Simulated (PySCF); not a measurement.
**ReO2F2: other functionals and bases at one geometry**

How far do other levels of theory move the description of ReO2F2, and what does each cost? The structure is generated, not taken from experiment.

Computed with PySCF 2.14.0. Level: several levels, as the steps say, no spin–orbit coupling.

2 further runs of the same task are left out: 1 for a known fault of the program, 1 set aside as unsound or not needed.

## Step 1: The system as given

5 atoms, charge 0, spin multiplicity 2.

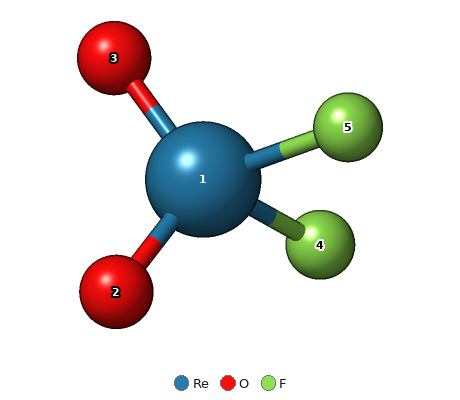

The geometry (rhenium blue, oxygen red, fluorine green); atoms are numbered from 1 in the order of the file.

As a file:

```
Re    0.0000    0.0000    0.1700
O     1.0009    1.0009    1.1020
O    -1.0009   -1.0009    1.1020
F     0.8896   -0.8896   -1.2181
F    -0.8896    0.8896   -1.2181
```

Formal oxidation states: Re +6. An earlier session relaxed this geometry at r2SCAN, Re def2-SVP with ECP60, O def2-SVP, F def2-SVP (doublet, point group C2v).

At r2SCAN on the finer grid: E = -428.166888 Eh, HOMO -6.68 eV, LUMO -4.83 eV (over both spins), ⟨S²⟩ = 0.756, Mulliken charge on Re1 +1.26 e, largest force component 0.070 eV/Å. 

Levels to run: BLYP; B3LYP; TPSS; PBE0; r2SCAN, TZVP; r2SCAN, x2c-SVP. Hardware: 2 threads of Arm Neoverse V2, shared host.

## Step 2: BLYP

run.py (the lines that set the calculation) reads:

```python
mol = gto.M(atom='''
Re     0.00000     0.00000     0.16998
O      1.00087     1.00087     1.10199
O     -1.00087    -1.00087     1.10199
F      0.88963    -0.88963    -1.21809
F     -0.88963     0.88963    -1.21809''',
    basis={'Re': 'def2-SVP', 'O': 'def2-SVP', 'F': 'def2-SVP'},
    ecp={'Re': 'def2-SVP'},
    charge=0, spin=1)
mf = dft.UKS(mol, xc='BLYP')
mf.grids.atom_grid = (75, 302)
mf = mf.density_fit()  # fitting sets: Re def2-universal-JKFIT, O def2-universal-JKFIT, F def2-universal-JKFIT
mf.conv_tol = 1e-08; mf.max_cycle = 55
mf.kernel(dm0)  # dm0: the density of the relaxed state
```

Command:

```
$ OMP_NUM_THREADS=2 python run.py
```

The program printed:

```text
init E= -428.25725556065
  HOMO = -0.22265792449  LUMO = -0.18190459568  gap/eV = 1.10895
cycle= 1 E= -428.259692498038  delta_E= -0.00244  |g|= 0.0567  |ddm|= 0.212
  HOMO = -0.20679180361  LUMO = -0.167076889956  gap/eV = 1.08070
cycle= 2 E= -428.247986973704  delta_E= 0.0117  |g|= 0.181  |ddm|= 0.183
  HOMO = -0.216514406722  LUMO = -0.177462980831  gap/eV = 1.06264
cycle= 3 E= -428.260693426744  delta_E= -0.0127  |g|= 0.0332  |ddm|= 0.132
  HOMO = -0.216931166816  LUMO = -0.177855848143  gap/eV = 1.06329
cycle= 4 E= -428.260992345261  delta_E= -0.000299  |g|= 0.0184  |ddm|= 0.0317
  HOMO = -0.218418309272  LUMO = -0.179421362504  gap/eV = 1.06116
cycle= 5 E= -428.261125421353  delta_E= -0.000133  |g|= 0.000941  |ddm|= 0.0135
  HOMO = -0.218203377652  LUMO = -0.179283286277  gap/eV = 1.05907
cycle= 6 E= -428.261126065288  delta_E= -6.44e-07  |g|= 0.000352  |ddm|= 0.00156
  HOMO = -0.218181924515  LUMO = -0.179295642659  gap/eV = 1.05815
cycle= 7 E= -428.261126099859  delta_E= -3.46e-08  |g|= 0.000432  |ddm|= 0.000697
  HOMO = -0.218180328661  LUMO = -0.179298714056  gap/eV = 1.05802
cycle= 8 E= -428.261126156485  delta_E= -5.66e-08  |g|= 0.000236  |ddm|= 0.000435
  HOMO = -0.218180003279  LUMO = -0.179304514133  gap/eV = 1.05786
cycle= 9 E= -428.261126180577  delta_E= -2.41e-08  |g|= 4.09e-05  |ddm|= 0.000216
  HOMO = -0.218182337093  LUMO = -0.179306516159  gap/eV = 1.05786
cycle= 10 E= -428.261126181349  delta_E= -7.72e-10  |g|= 5.38e-06  |ddm|= 3.65e-05
  HOMO = -0.218183048949  LUMO = -0.17930692927  gap/eV = 1.05787
Extra cycle  E= -428.261126181238  delta_E= 1.11e-10  |g|= 1.79e-05  |ddm|= 1.54e-05
converged SCF energy = -428.261126181238  <S^2> = 0.75242451  2S+1 = 2.002423
```

It took 4.3 s on 2 threads of Arm Neoverse V2, shared host.

It gives: E = -428.261126 Eh, HOMO -5.94 eV, LUMO -4.88 eV (over both spins), ⟨S²⟩ = 0.752, Mulliken charge on Re1 +1.07 e, largest force component 0.750 eV/Å. 

## Step 3: B3LYP

Edit run.py (the lines that set the calculation) of step 2 so:

```diff
@@ -9,3 +9,3 @@
     charge=0, spin=1)
-mf = dft.UKS(mol, xc='BLYP')
+mf = dft.UKS(mol, xc='B3LYP')
 mf.grids.atom_grid = (75, 302)
```

Command:

```
$ OMP_NUM_THREADS=2 python run.py
```

The program printed:

```text
init E= -428.282086225467
  HOMO = -0.274447389392  LUMO = -0.157948039988  gap/eV = 3.17011
cycle= 1 E= -428.28085369488  delta_E= 0.00123  |g|= 0.0859  |ddm|= 0.122
  HOMO = -0.293909971708  LUMO = -0.181324621055  gap/eV = 3.06360
cycle= 2 E= -428.253285197332  delta_E= 0.0276  |g|= 0.284  |ddm|= 0.242
  HOMO = -0.281414194657  LUMO = -0.165884536929  gap/eV = 3.14372
cycle= 3 E= -428.28335749719  delta_E= -0.0301  |g|= 0.0295  |ddm|= 0.186
  HOMO = -0.281236313769  LUMO = -0.165694550637  gap/eV = 3.14405
cycle= 4 E= -428.283689227254  delta_E= -0.000332  |g|= 0.00132  |ddm|= 0.0199
  HOMO = -0.280883448993  LUMO = -0.165332652113  gap/eV = 3.14430
cycle= 5 E= -428.283691190854  delta_E= -1.96e-06  |g|= 0.000679  |ddm|= 0.00327
  HOMO = -0.28103302042  LUMO = -0.16549965835  gap/eV = 3.14382
cycle= 6 E= -428.283691815249  delta_E= -6.24e-07  |g|= 0.000259  |ddm|= 0.00172
  HOMO = -0.280993405424  LUMO = -0.165492335317  gap/eV = 3.14294
cycle= 7 E= -428.283692027145  delta_E= -2.12e-07  |g|= 0.000219  |ddm|= 0.00137
  HOMO = -0.280992437363  LUMO = -0.165497875018  gap/eV = 3.14277
cycle= 8 E= -428.283692039205  delta_E= -1.21e-08  |g|= 0.000222  |ddm|= 0.000323
  HOMO = -0.280993068227  LUMO = -0.165505479406  gap/eV = 3.14258
cycle= 9 E= -428.28369206577  delta_E= -2.66e-08  |g|= 2.8e-05  |ddm|= 0.000242
  HOMO = -0.280988928675  LUMO = -0.165504302221  gap/eV = 3.14250
cycle= 10 E= -428.283692067589  delta_E= -1.82e-09  |g|= 1.31e-05  |ddm|= 0.000114
  HOMO = -0.280991370941  LUMO = -0.165507035171  gap/eV = 3.14249
Extra cycle  E= -428.283692067575  delta_E= 1.38e-11  |g|= 2.17e-05  |ddm|= 3.7e-05
converged SCF energy = -428.283692067575  <S^2> = 0.75412974  2S+1 = 2.0041255
```

Wall time 4.5 s (2 threads of Arm Neoverse V2, shared host).

Result: E = -428.283692 Eh, HOMO -7.65 eV, LUMO -4.50 eV (over both spins), ⟨S²⟩ = 0.754, Mulliken charge on Re1 +1.25 e, largest force component 0.108 eV/Å. 

## Step 4: TPSS

Edit run.py (the lines that set the calculation) of step 3 so:

```diff
@@ -9,3 +9,3 @@
     charge=0, spin=1)
-mf = dft.UKS(mol, xc='B3LYP')
+mf = dft.UKS(mol, xc='TPSS')
 mf.grids.atom_grid = (75, 302)
```

Command:

```
$ OMP_NUM_THREADS=2 python run.py
```

The program printed:

```text
init E= -428.32405405493
  HOMO = -0.232460337764  LUMO = -0.17962224431  gap/eV = 1.43780
cycle= 1 E= -428.324586338803  delta_E= -0.000532  |g|= 0.0373  |ddm|= 0.107
  HOMO = -0.22530331337  LUMO = -0.173136402603  gap/eV = 1.41953
cycle= 2 E= -428.3203099641  delta_E= 0.00428  |g|= 0.111  |ddm|= 0.11
  HOMO = -0.229618024195  LUMO = -0.178029494425  gap/eV = 1.40380
cycle= 3 E= -428.3251325628  delta_E= -0.00482  |g|= 0.00957  |ddm|= 0.0787
  HOMO = -0.229604153191  LUMO = -0.178028624953  gap/eV = 1.40344
cycle= 4 E= -428.325151884098  delta_E= -1.93e-05  |g|= 0.00661  |ddm|= 0.00995
  HOMO = -0.230165628919  LUMO = -0.178675738865  gap/eV = 1.40111
cycle= 5 E= -428.325169465817  delta_E= -1.76e-05  |g|= 0.000554  |ddm|= 0.00494
  HOMO = -0.230039692294  LUMO = -0.178623648502  gap/eV = 1.39910
cycle= 6 E= -428.325169753182  delta_E= -2.87e-07  |g|= 0.000228  |ddm|= 0.00104
  HOMO = -0.230039524242  LUMO = -0.178652741657  gap/eV = 1.39831
cycle= 7 E= -428.325169742927  delta_E= 1.03e-08  |g|= 0.000406  |ddm|= 0.000552
  HOMO = -0.230037449336  LUMO = -0.178656403545  gap/eV = 1.39815
cycle= 8 E= -428.325169807076  delta_E= -6.41e-08  |g|= 0.000132  |ddm|= 0.00036
  HOMO = -0.230029330027  LUMO = -0.178653183886  gap/eV = 1.39802
cycle= 9 E= -428.325169815554  delta_E= -8.48e-09  |g|= 2.62e-05  |ddm|= 0.000154
  HOMO = -0.230033432959  LUMO = -0.178656539104  gap/eV = 1.39804
Extra cycle  E= -428.325169813477  delta_E= 2.08e-09  |g|= 7.74e-05  |ddm|= 7.93e-05
converged SCF energy = -428.325169813477  <S^2> = 0.75365598  2S+1 = 2.0036526
```

It took 6.5 s on 2 threads of Arm Neoverse V2, shared host.

It gives: E = -428.325170 Eh, HOMO -6.26 eV, LUMO -4.86 eV (over both spins), ⟨S²⟩ = 0.754, Mulliken charge on Re1 +1.20 e, largest force component 0.444 eV/Å. 

## Step 5: PBE0

Edit run.py (the lines that set the calculation) of step 4 so:

```diff
@@ -9,3 +9,3 @@
     charge=0, spin=1)
-mf = dft.UKS(mol, xc='TPSS')
+mf = dft.UKS(mol, xc='PBE0')
 mf.grids.atom_grid = (75, 302)
```

Command:

```
$ OMP_NUM_THREADS=2 python run.py
```

The program printed:

```text
init E= -427.89334858909
  HOMO = -0.28647799601  LUMO = -0.146634179861  gap/eV = 3.80534
cycle= 1 E= -427.894376639369  delta_E= -0.00103  |g|= 0.0512  |ddm|= 0.0991
  HOMO = -0.305344917456  LUMO = -0.166970414868  gap/eV = 3.76536
cycle= 2 E= -427.887964386923  delta_E= 0.00641  |g|= 0.139  |ddm|= 0.144
  HOMO = -0.296335008959  LUMO = -0.156114818094  gap/eV = 3.81559
cycle= 3 E= -427.895306849486  delta_E= -0.00734  |g|= 0.0205  |ddm|= 0.0997
  HOMO = -0.295033410893  LUMO = -0.154789474676  gap/eV = 3.81623
cycle= 4 E= -427.895457202329  delta_E= -0.00015  |g|= 0.00685  |ddm|= 0.0171
  HOMO = -0.294412477113  LUMO = -0.154108812214  gap/eV = 3.81786
cycle= 5 E= -427.895473794621  delta_E= -1.66e-05  |g|= 0.00101  |ddm|= 0.00512
  HOMO = -0.294573768381  LUMO = -0.154189707177  gap/eV = 3.82004
cycle= 6 E= -427.895474871853  delta_E= -1.08e-06  |g|= 0.000222  |ddm|= 0.00306
  HOMO = -0.294565230413  LUMO = -0.15417231527  gap/eV = 3.82029
cycle= 7 E= -427.895474961546  delta_E= -8.97e-08  |g|= 0.000101  |ddm|= 0.000967
  HOMO = -0.29455825283  LUMO = -0.154166264966  gap/eV = 3.82026
cycle= 8 E= -427.895474963876  delta_E= -2.33e-09  |g|= 0.000162  |ddm|= 0.00038
  HOMO = -0.294556310781  LUMO = -0.154165163473  gap/eV = 3.82024
cycle= 9 E= -427.895474974965  delta_E= -1.11e-08  |g|= 2.17e-05  |ddm|= 0.000144
  HOMO = -0.294555506149  LUMO = -0.154165864142  gap/eV = 3.82020
cycle= 10 E= -427.895474975346  delta_E= -3.81e-10  |g|= 6.27e-06  |ddm|= 3.52e-05
  HOMO = -0.294556153767  LUMO = -0.154167396105  gap/eV = 3.82017
Extra cycle  E= -427.895474975412  delta_E= -6.59e-11  |g|= 7.33e-06  |ddm|= 1.65e-05
converged SCF energy = -427.895474975412  <S^2> = 0.75614324  2S+1 = 2.0061338
```

Wall time 4.3 s (2 threads of Arm Neoverse V2, shared host).

It gives: E = -427.895475 Eh, HOMO -8.02 eV, LUMO -4.20 eV (over both spins), ⟨S²⟩ = 0.756, Mulliken charge on Re1 +1.30 e, largest force component 0.475 eV/Å. 

## Step 6: r2SCAN, TZVP

Basis: Re def2-TZVP with ECP60, O def2-TZVP, F def2-TZVP. 

run.py (the lines that set the calculation) reads:

```python
mol = gto.M(atom='''
Re     0.00000     0.00000     0.16998
O      1.00087     1.00087     1.10199
O     -1.00087    -1.00087     1.10199
F      0.88963    -0.88963    -1.21809
F     -0.88963     0.88963    -1.21809''',
    basis={'Re': 'def2-TZVP', 'O': 'def2-TZVP', 'F': 'def2-TZVP'},
    ecp={'Re': 'def2-TZVP'},
    charge=0, spin=1)
mf = dft.UKS(mol, xc='R2SCAN')
mf.grids.atom_grid = (75, 302)
mf = mf.density_fit()  # fitting sets: Re def2-universal-JKFIT, O def2-universal-JKFIT, F def2-universal-JKFIT
mf.conv_tol = 1e-08; mf.max_cycle = 55
mf.kernel(dm0)  # dm0: free metal ions and neutral atoms
```

Command:

```
$ OMP_NUM_THREADS=2 python run.py
```

The program printed:

```text
init E= -438.589662207523
  HOMO = -0.148939933478  LUMO = -0.132009024258  gap/eV = 0.46071
cycle= 1 E= -427.773242789724  delta_E= 10.8  |g|= 1.76  |ddm|= 2.06
  HOMO = -0.164798000988  LUMO = -0.118237612417  gap/eV = 1.26697
cycle= 2 E= -426.54675788015  delta_E= 1.23  |g|= 2.66  |ddm|= 1.77
  HOMO = -0.275534790988  LUMO = -0.222603099117  gap/eV = 1.44034
cycle= 3 E= -428.379689625618  delta_E= -1.83  |g|= 0.792  |ddm|= 1.24
  HOMO = -0.21088009381  LUMO = -0.147316464142  gap/eV = 1.72965
cycle= 4 E= -428.356966065686  delta_E= 0.0227  |g|= 0.847  |ddm|= 0.774
  HOMO = -0.237742325881  LUMO = -0.171301709765  gap/eV = 1.80794
cycle= 5 E= -428.626098383702  delta_E= -0.269  |g|= 0.0534  |ddm|= 0.395
  HOMO = -0.251066300143  LUMO = -0.182415516632  gap/eV = 1.86808
cycle= 6 E= -428.626538417408  delta_E= -0.00044  |g|= 0.037  |ddm|= 0.0544
  HOMO = -0.246780089888  LUMO = -0.17709297633  gap/eV = 1.89628
cycle= 7 E= -428.627061546237  delta_E= -0.000523  |g|= 0.00989  |ddm|= 0.0274
  HOMO = -0.247113016779  LUMO = -0.177153864643  gap/eV = 1.90369
cycle= 8 E= -428.627102850155  delta_E= -4.13e-05  |g|= 0.00137  |ddm|= 0.00574
  HOMO = -0.247001841112  LUMO = -0.176938171046  gap/eV = 1.90653
cycle= 9 E= -428.627103767454  delta_E= -9.17e-07  |g|= 0.000391  |ddm|= 0.00105
  HOMO = -0.247060941772  LUMO = -0.176930107508  gap/eV = 1.90836
cycle= 10 E= -428.627103977641  delta_E= -2.1e-07  |g|= 0.000158  |ddm|= 0.000695
  HOMO = -0.247073891879  LUMO = -0.176920141361  gap/eV = 1.90898
cycle= 11 E= -428.627104019644  delta_E= -4.2e-08  |g|= 3.7e-05  |ddm|= 0.000376
  HOMO = -0.2470732744  LUMO = -0.176917185609  gap/eV = 1.90904
cycle= 12 E= -428.627104022318  delta_E= -2.67e-09  |g|= 1.11e-05  |ddm|= 0.000113
  HOMO = -0.247072665606  LUMO = -0.176916109919  gap/eV = 1.90906
Extra cycle  E= -428.627104021874  delta_E= 4.45e-10  |g|= 3.73e-05  |ddm|= 2.32e-05
converged SCF energy = -428.627104021874  <S^2> = 0.75733502  2S+1 = 2.0073216
```

It took 19 s on 2 threads of Arm Neoverse V2, shared host.

Read off: E = -428.627104 Eh, HOMO -6.72 eV, LUMO -4.81 eV (over both spins), ⟨S²⟩ = 0.757, Mulliken charge on Re1 +1.55 e, largest force component 0.139 eV/Å. 

## Step 7: r2SCAN, x2c-SVP

Basis: Re x2c-SVPall, O x2c-SVPall, F x2c-SVPall. All electrons are treated, with the spin-free X2C Hamiltonian.

run.py (the lines that set the calculation) reads:

```python
mol = gto.M(atom='''
Re     0.00000     0.00000     0.16998
O      1.00087     1.00087     1.10199
O     -1.00087    -1.00087     1.10199
F      0.88963    -0.88963    -1.21809
F     -0.88963     0.88963    -1.21809''',
    basis={'Re': 'x2c-SVPall', 'O': 'x2c-SVPall', 'F': 'x2c-SVPall'},
    nucmod='G',
    charge=0, spin=1)
mf = dft.UKS(mol, xc='R2SCAN')
mf.grids.atom_grid = (99, 590)
mf = mf.density_fit()  # fitting sets: Re AutoAux, O AutoAux, F AutoAux
mf = mf.sfx2c1e()
mf.conv_tol = 1e-08; mf.max_cycle = 55
mf.kernel(dm0)  # dm0: free metal ions and neutral atoms
```

Command:

```
$ OMP_NUM_THREADS=2 python run.py
```

The program printed:

```text
init E= -17053.854116597
  HOMO = -0.143631931276  LUMO = -0.129189920207  gap/eV = 0.39299
cycle= 1 E= -17042.1794192114  delta_E= 11.7  |g|= 1.63  |ddm|= 2.74
  HOMO = -0.159352771844  LUMO = -0.117835878962  gap/eV = 1.12973
cycle= 2 E= -17040.9796030873  delta_E=  1.2  |g|= 2.36  |ddm|= 2.41
  HOMO = -0.286547321124  LUMO = -0.241060915728  gap/eV = 1.23775
cycle= 3 E= -17042.6825946268  delta_E= -1.7  |g|= 1.02  |ddm|= 1.68
  HOMO = -0.235356823256  LUMO = -0.178624077844  gap/eV = 1.54378
cycle= 4 E= -17042.9115126586  delta_E= -0.229  |g|= 0.638  |ddm|= 0.964
  HOMO = -0.251086468689  LUMO = -0.191251348952  gap/eV = 1.62820
cycle= 5 E= -17043.068645975  delta_E= -0.157  |g|= 0.0768  |ddm|= 0.416
  HOMO = -0.261857864812  LUMO = -0.200103394526  gap/eV = 1.68042
cycle= 6 E= -17043.0702566395  delta_E= -0.00161  |g|= 0.0356  |ddm|= 0.0616
  HOMO = -0.25776652078  LUMO = -0.1950917238  gap/eV = 1.70547
cycle= 7 E= -17043.0707376166  delta_E= -0.000481  |g|= 0.00694  |ddm|= 0.0307
  HOMO = -0.258092434034  LUMO = -0.195276448421  gap/eV = 1.70931
cycle= 8 E= -17043.0707585465  delta_E= -2.09e-05  |g|= 0.0013  |ddm|= 0.00499
  HOMO = -0.258013503105  LUMO = -0.195123227461  gap/eV = 1.71133
cycle= 9 E= -17043.0707593386  delta_E= -7.92e-07  |g|= 0.000261  |ddm|= 0.0011
  HOMO = -0.258022240257  LUMO = -0.195096878599  gap/eV = 1.71229
cycle= 10 E= -17043.0707594171  delta_E= -7.85e-08  |g|= 0.000157  |ddm|= 0.000519
  HOMO = -0.258040676615  LUMO = -0.195104362083  gap/eV = 1.71258
cycle= 11 E= -17043.0707594412  delta_E= -2.42e-08  |g|= 4.39e-05  |ddm|= 0.000339
  HOMO = -0.258038371858  LUMO = -0.19510076704  gap/eV = 1.71262
cycle= 12 E= -17043.0707594429  delta_E= -1.69e-09  |g|= 7.03e-06  |ddm|= 8.35e-05
  HOMO = -0.258039847024  LUMO = -0.195102032677  gap/eV = 1.71263
Extra cycle  E= -17043.0707594428  delta_E= 1.46e-10  |g|= 2.33e-05  |ddm|= 2.15e-05
converged SCF energy = -17043.0707594428  <S^2> = 0.75486182  2S+1 = 2.0048559
```

Wall time 34 s (2 threads of Arm Neoverse V2, shared host).

It gives: E = -17043.070759 Eh, HOMO -7.02 eV, LUMO -5.31 eV (over both spins), ⟨S²⟩ = 0.755, Mulliken charge on Re1 +1.18 e, largest force component 0.576 eV/Å. 

## Step 8: Results

| level | state | HOMO (eV) | gap (eV) | charge on Re1 (e) | dipole (D) | largest force (eV/Å) | basis functions | time |
| --- | --- | --- | --- | --- | --- | --- | --- | --- |
| r2SCAN (relaxed here) | doublet | -6.68 | 1.85 | 1.26 | 0.33 | 0.07 | 88 | 27 s |
| BLYP | doublet | -5.94 | 1.06 | 1.07 | 0.20 | 0.75 | 88 | 4.3 s |
| B3LYP | doublet | -7.65 | 3.14 | 1.25 | 0.39 | 0.11 | 88 | 4.5 s |
| TPSS | doublet | -6.26 | 1.40 | 1.20 | 0.23 | 0.44 | 88 | 6.5 s |
| PBE0 | doublet | -8.02 | 3.82 | 1.30 | 0.43 | 0.48 | 88 | 4.3 s |
| r2SCAN, TZVP | doublet | -6.72 | 1.91 | 1.55 | 0.37 | 0.14 | 164 | 19 s |
| r2SCAN, x2c-SVP | doublet | -7.02 | 1.71 | 1.18 | 0.38 | 0.58 | 122 | 34 s |

Times are on 2 threads of Arm Neoverse V2, shared host; the first row also made further properties.

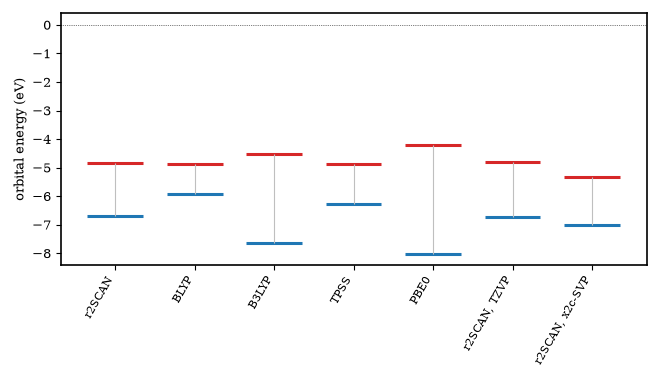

Highest filled and lowest empty level, method by method.

In one basis the HOMO–LUMO gap runs from 1.06 eV (BLYP) to 3.82 eV (PBE0). The largest leftover force, 0.75 eV/Å with BLYP, stands at a geometry relaxed at another level. The Mulliken charge on Re spans +1.07 to +1.55 e over the levels. Total energies of different levels can't be compared. Spin–orbit coupling is left out throughout.
